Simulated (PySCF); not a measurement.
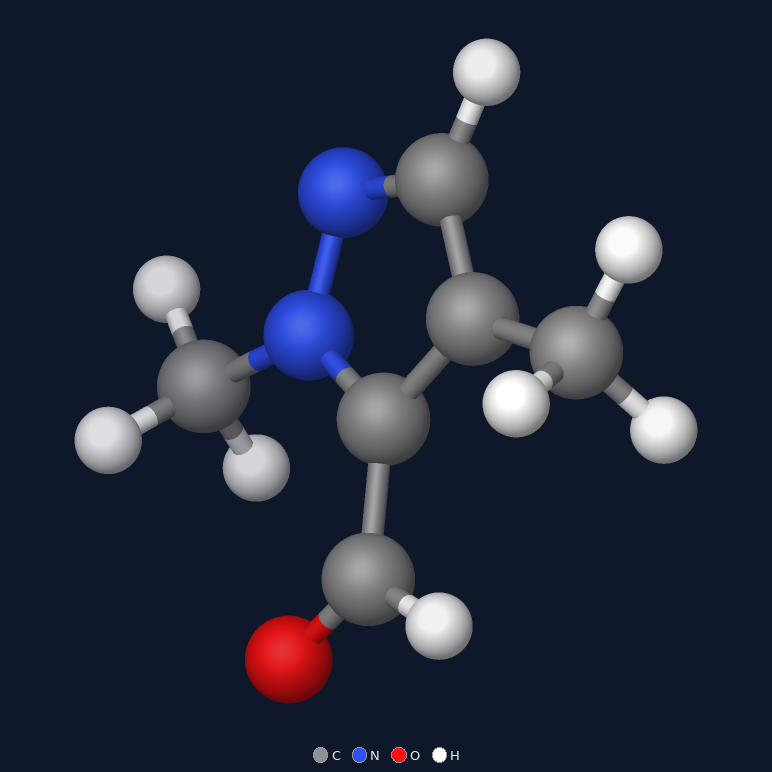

The geometry was computed by an optimisation with GFN2-xTB. No frequency run is at hand to confirm it as a minimum. Level of theory: PBE0/def2-SVPD, gas phase (PySCF 2.14.0). Excitations: vertical, linear response.

What does the calculation give?

The species is C₆H₈N₂O (`Cc1cnn(C)c1C=O`).
- dipole moment: 2.03 D
- HOMO energy (Kohn–Sham orbital): −7.39 eV
- LUMO energy (Kohn–Sham orbital): −1.84 eV
- HOMO–LUMO gap: 5.55 eV
- mean static polarisability: 88.9 bohr³
- lowest vertical singlet excitation: 3.83 eV
- its oscillator strength: 0.000
- brightest of the 8 lowest singlets: 5.23 eV
- its oscillator strength: 0.26
